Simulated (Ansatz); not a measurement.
System: ClF₃H₂W···F (doublet).

```yaml
atoms:
  - { symbol: W, position_ang: [0.0000, -0.1881, -0.2198] }
  - { symbol: H, position_ang: [0.0000, 0.2313, 1.4422] }
  - { symbol: F, position_ang: [1.8394, -0.0839, -0.2016] }
  - { symbol: H, position_ang: [0.0000, 1.4326, 0.2292] }
  - { symbol: F, position_ang: [-1.8394, -0.0839, -0.2016] }
  - { symbol: Cl, position_ang: [0.0000, -2.2927, 0.7288] }
  - { symbol: F, position_ang: [0.0000, 0.5422, -1.9661] }
  - { symbol: F, position_ang: [0.0000, -0.2276, 3.4989] }
```

Core potentials replace the inner electrons of W.

Level of theory: UKS B3LYP-D4/def2-SVP (Ansatz).

What will maps of the electron density, electron localisation function and spin density show?

Answer. F8···H2 (2.11 Å): the density falls to about 0.12 e/Å³ on the way; the ELF dips to about 0.05 between them.
W–Cl (2.31 Å): ρ is about 0.68 e/Å³ halfway; the ELF peaks at about 0.85 in the valence shell of Cl, 0.9 Å from its nucleus, and is about 0.40 at the midpoint.
W–H (1.68 Å): the density is about 1.7 e/Å³ at the midpoint; the ELF climbs to about 1 towards the hydrogen.
W–F (1.89 Å): ρ at the midpoint is about 1 e/Å³; the ELF peaks at about 0.85 in the valence shell of F, 0.5 Å from its nucleus, and drops to about 0.25 between the two atoms.
The unpaired spin (1 electron) lies mostly on F8 (about 0.9) and W1 (about 0.1), in electrons by Hirshfeld's partition.

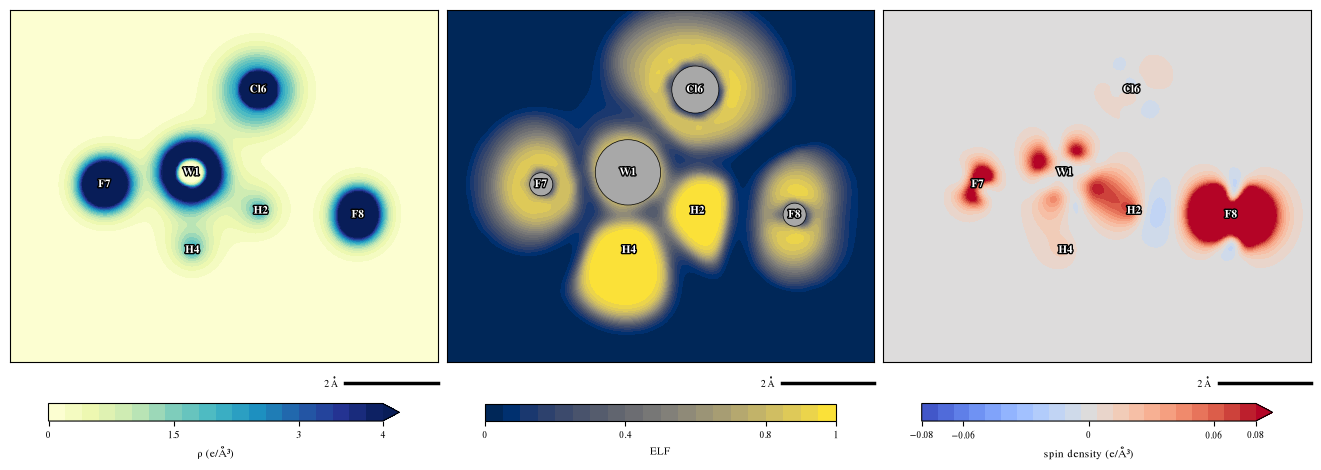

Computed electron density, electron localisation function and spin density on the plane of atoms Cl6, W1 and F7, in this order. Grey discs cover the atomic cores in the ELF map. 
